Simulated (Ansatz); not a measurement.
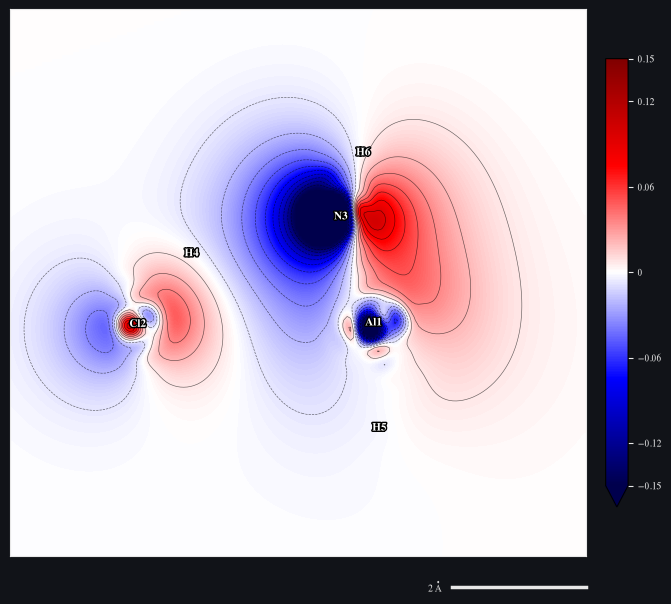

*AlH2N···HCl. The HOMO on the molecular plane (values in Å⁻³ᐟ²; the overall sign is arbitrary).*

Theory: Ansatz 0.2.0, RKS PBE-D4/def2-mTZVP.

```tsv
atom	x (Å)	y (Å)	z (Å)
Al	-0.9393	0.4475	0.7551
Cl	0.2343	-1.5795	-1.8830
N	0.7012	0.7187	0.6327
H	0.9405	-0.7351	-1.1440
H	-2.3871	-0.1834	0.6923
H	1.4504	1.3318	0.9469
```

What is the character of this orbital?

Its weight (Hirshfeld) is mainly on N3 (about 70 %) and Al1 (about 25 %). Its energy is −5.67 eV.
